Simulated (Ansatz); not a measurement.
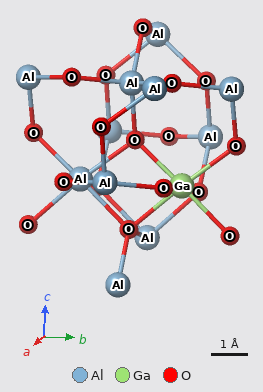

Starting structure of crystalline Al42Ga6O72 (a generated structure). A ball-and-stick model of the atoms within 4.2 Å of the atom that moves most (axes of the cell of the calculation), seen slightly off an axis.

These are results of DFT, PBEsol, PAW, plane waves (Ansatz 0.2.0), not measurements.

(plane-wave cutoff 420 eV; k-point mesh 1 × 1 × 1; mesh shifted by (0.25, 0.25, 0.25); no spin polarisation; cell relaxed at fixed alpha, beta, gamma; force threshold 0.03 eV/Å; at most 80 steps)

```
CELL_PARAMETERS angstrom
11.86831 0.00000 -0.02620
0.00000 8.80358 0.00000
-2.71708 0.00000 10.98107
ATOMIC_POSITIONS crystal
Al 0.40999 0.17179 0.10438
Al 0.40962 0.16500 0.60167
Al 0.40889 0.49660 0.09912
Al 0.40908 0.49872 0.60455
Al 0.40535 0.83302 0.09952
Al 0.40804 0.83481 0.60168
Al 0.16138 0.16551 0.15977
Al 0.15801 0.16919 0.65883
Al 0.15845 0.82987 0.15933
Al 0.15875 0.83231 0.65682
Al 0.09096 0.99821 0.39790
Al 0.09078 0.00112 0.89841
Al 0.09032 0.33259 0.39975
Al 0.09049 0.33675 0.89994
Al 0.09338 0.66638 0.39987
Al 0.08798 0.66353 0.89683
Al 0.90943 0.00486 0.10323
Al 0.91027 0.99995 0.60326
Al 0.91086 0.33084 0.10414
Al 0.91310 0.33200 0.60123
Al 0.90650 0.66634 0.10080
Al 0.90930 0.67044 0.60222
Al 0.65671 0.99861 0.15735
Al 0.65860 0.00054 0.65654
Al 0.65611 0.33533 0.65807
Al 0.65692 0.66759 0.15739
Al 0.65958 0.66099 0.66219
Al 0.33949 0.00295 0.34078
Al 0.33994 0.33114 0.34056
Al 0.33962 0.33340 0.84126
Al 0.34328 0.66562 0.34272
Al 0.34253 0.66439 0.84112
Al 0.58656 0.16589 0.39491
Al 0.59131 0.16785 0.89902
Al 0.59037 0.49923 0.39839
Al 0.58929 0.49928 0.90001
Al 0.59110 0.83188 0.39952
Al 0.59092 0.83514 0.89921
Al 0.84129 0.17315 0.34284
Al 0.84135 0.49913 0.33934
Al 0.84363 0.50343 0.84462
Al 0.84515 0.83602 0.84438
Ga 0.15933 0.50036 0.15840
Ga 0.15691 0.49978 0.65795
Ga 0.65938 0.33153 0.16069
Ga 0.34538 0.99765 0.83966
Ga 0.84319 0.16304 0.84041
Ga 0.83999 0.83306 0.33820
O 0.33489 0.16497 0.44209
O 0.33883 0.16508 0.94365
O 0.33945 0.50071 0.44738
O 0.33882 0.50052 0.94545
O 0.34068 0.83093 0.44484
O 0.33668 0.83462 0.94815
O 0.32532 0.16805 0.21622
O 0.32803 0.16766 0.71598
O 0.32551 0.49836 0.21952
O 0.32537 0.49594 0.71422
O 0.32813 0.83121 0.21856
O 0.32762 0.83423 0.72081
O 0.00843 0.16800 0.37406
O 0.00332 0.17098 0.87106
O 0.00438 0.50067 0.37224
O 0.00431 0.49733 0.87227
O 0.00533 0.83024 0.37238
O 0.00451 0.83371 0.87046
O 0.16439 0.00302 0.05602
O 0.16201 0.00416 0.55505
O 0.16058 0.33236 0.05513
O 0.15960 0.33206 0.55307
O 0.15798 0.66675 0.05453
O 0.16168 0.66668 0.55484
O 0.83769 0.00316 0.44469
O 0.83879 0.99978 0.94774
O 0.83717 0.33460 0.44560
O 0.83789 0.33208 0.94238
O 0.84172 0.67134 0.44504
O 0.83961 0.66677 0.94852
O 0.17382 0.99703 0.28376
O 0.17174 0.00040 0.78165
O 0.17490 0.33199 0.28456
O 0.17237 0.33107 0.78478
O 0.17511 0.67034 0.28036
O 0.17691 0.67173 0.78123
O 0.82705 0.99707 0.21868
O 0.82722 0.99914 0.72014
O 0.82665 0.33263 0.21481
O 0.82437 0.33559 0.71788
O 0.82873 0.66451 0.21921
O 0.82318 0.66685 0.71850
O 0.49401 0.99777 0.13059
O 0.49282 0.99580 0.62764
O 0.49525 0.33033 0.13002
O 0.49329 0.33252 0.62929
O 0.49797 0.66746 0.12795
O 0.49602 0.66656 0.62880
O 0.50309 0.99697 0.37066
O 0.50298 0.99494 0.87218
O 0.50587 0.33513 0.37506
O 0.50678 0.33318 0.87043
O 0.50681 0.66792 0.37204
O 0.50257 0.66684 0.87218
O 0.66114 0.16240 0.05289
O 0.66225 0.16862 0.55546
O 0.66318 0.50115 0.05673
O 0.66424 0.50125 0.55428
O 0.66237 0.83296 0.05336
O 0.66318 0.83166 0.55551
O 0.67442 0.16654 0.28238
O 0.67274 0.17188 0.78444
O 0.67449 0.50048 0.28041
O 0.67324 0.49564 0.78067
O 0.67443 0.83300 0.28275
O 0.67247 0.83450 0.78128
O 0.99751 0.16879 0.12787
O 0.99644 0.16240 0.62699
O 0.99360 0.49810 0.12692
O 0.99799 0.50310 0.63041
O 0.99830 0.83580 0.12951
O 0.99491 0.83307 0.63036
```

**Predict the outcome.**

The largest move relative to the cell is that of O77, 0.11 Å along [−1 −3 1]. Largest moves by element: O 0.11 Å, Al 0.07 Å, Ga 0.07 Å. Cell: a 11.868 → 11.885 Å (+0.1 %), b 8.804 → 8.820 Å (+0.2 %), c 11.312 → 11.313 Å (0.0 %). Volume +0.3 %. Among the contacts that change: Ga48–O85 1.959 → 2.070 Å, Ga48–O113 1.912 → 2.013 Å, Ga48–O89 1.986 → 2.077 Å, Ga48–O77 1.864 → 1.930 Å. Among the angles between lasting bonds that change: Al22–O77–Ga48 126.0° → 120.5°, O77–Ga48–O85 175.7° → 171.3°, O65–Ga48–O77 90.5° → 94.5°. The space group stays P1 (No. 1). The energy falls by 2.589 eV per cell of the calculation in 5 accepted moves (7 points after the start). The largest force component goes from 2.2 to 0.003 eV/Å. The pressure goes from 1.22 to 0.00 GPa. The SCF was repeated twice at an unchanged geometry on a basis and grid sized afresh for the cell, which shifted the energy by 16.5 meV per cell of the calculation at most.

History of the run:

| step | E − E(0), meV/atom | largest force component, eV/Å | pressure, GPa | volume, Å³/atom | note |
| --- | --- | --- | --- | --- | --- |
| 0 | 0.00 | 2.2467 | 1.22 | 9.556 |  |
| 1 | -14.69 | 1.2400 | 0.18 | 9.582 |  |
| 2 | -20.88 | 0.3003 | 0.25 | 9.573 |  |
| 3 | -21.25 | 0.1695 | -0.12 | 9.591 |  |
| 4 | -21.44 | 0.0159 | 0.02 | 9.585 |  |
| 5 | -21.58 | 0.0159 | 0.04 | 9.585 | same geometry, new basis |
| 6 | -21.57 | 0.0030 | 0.00 | 9.588 |  |
| 7 | -21.58 | 0.0030 | 0.00 | 9.588 | same geometry, new basis |

The end point in the same view:

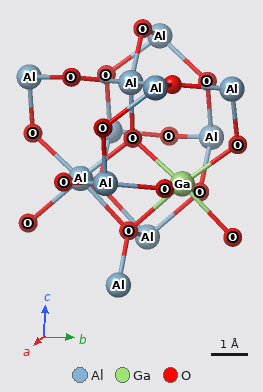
